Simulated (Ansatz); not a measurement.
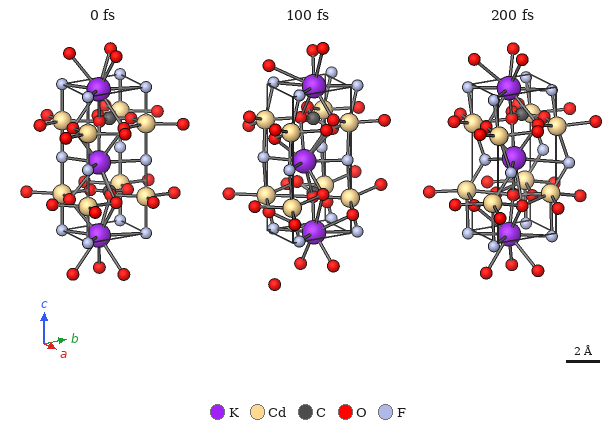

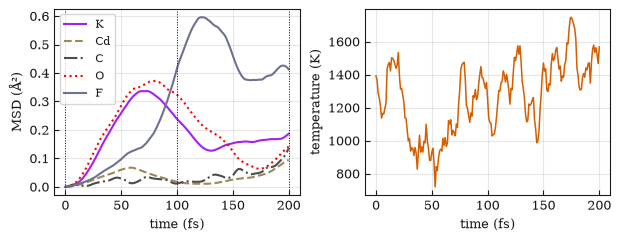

Molecular dynamics of a 14-atom cell of KCdCO3F (set up in P-6c2), 200 fs long. Frames and the history of the run. Style: ball-and-stick. Shown: the simulation cell, slightly off an axis. Bonds to atoms that aren't drawn are left out.

Level of theory: Ansatz, DFT PBE, scalar-relativistic, plane waves, PAW. Run with plane-wave cutoff 420 eV; k-point mesh 2 × 2 × 1; Fermi-Dirac smearing 0.002 eV; low-accuracy preset; Langevin thermostat (NVT); set temperature 1500 K; time step 1 fs; friction 0.01 per fs.

Input
```yaml
accuracy: low
crystal:
  lattice:
    - [5.237598, 0.0, 0.0]
    - [-2.618799, 4.535893, 0.0]
    - [0.0, 0.0, 9.02292]
  atoms:
    - { symbol: K, position: [0.6666667, 0.3333333, 0.5] }
    - { symbol: K, position: [0.6666667, 0.3333333, 0.0] }
    - { symbol: Cd, position: [0.0, 0.0, 0.25] }
    - { symbol: Cd, position: [0.0, 0.0, 0.75] }
    - { symbol: C, position: [0.3333333, 0.6666667, 0.25] }
    - { symbol: C, position: [0.3333333, 0.6666667, 0.75] }
    - { symbol: O, position: [0.4062, 0.9453, 0.25] }
    - { symbol: O, position: [0.5391, 0.5938, 0.25] }
    - { symbol: O, position: [0.0547, 0.4609, 0.25] }
    - { symbol: O, position: [0.0547, 0.5938, 0.75] }
    - { symbol: O, position: [0.4062, 0.4609, 0.75] }
    - { symbol: O, position: [0.5391, 0.9453, 0.75] }
    - { symbol: F, position: [0.0, 0.0, 0.5] }
    - { symbol: F, position: [0.0, 0.0, 0.0] }
basis:
  ecutwfc: 420.0
kpoints:
  mp_grid: { grid: [2, 2, 1] }
hamiltonian:
  xc: pbe
scf:
  occupations: { method: fermi_dirac, width: 0.002 }
  lower_state_search: "off"
  max_iter: 95
md:
  timestep: 1
  n_steps: 200
  ensemble: nvt_langevin
  temperature: 1500.0
  initial_velocities: maxwell_boltzmann
  seed: 431357
  friction: 0.01
```

Command:
```bash
ansatz run input.yaml --threads 1 --pin off --max-ram 3072MiB --backend cpu --events-out ev --progress --plain --runs-dir out
```

What do the frames and curves show?

Answer. Root-mean-square distances from the starting positions over the second half, with the common drift of all atoms taken out: F 0.68 Å, K 0.40 Å, O 0.39 Å, C 0.22 Å, Cd 0.18 Å. Against the typical shortest distance between atoms in the first frame, about 1.3 Å these are large excursions, but over 200 fs one can't yet tell strong vibration from the start of diffusion. Over the second half the temperature averages 1375 K (spread ±176 K). The potential energy in the second half lies on average 141 meV per atom above the first frame.

Limits of the set-up: the program's low-accuracy preset was used.

The run took 11 min on 1 thread of Arm Neoverse V1 (shared host), peak memory 0.49 GiB.
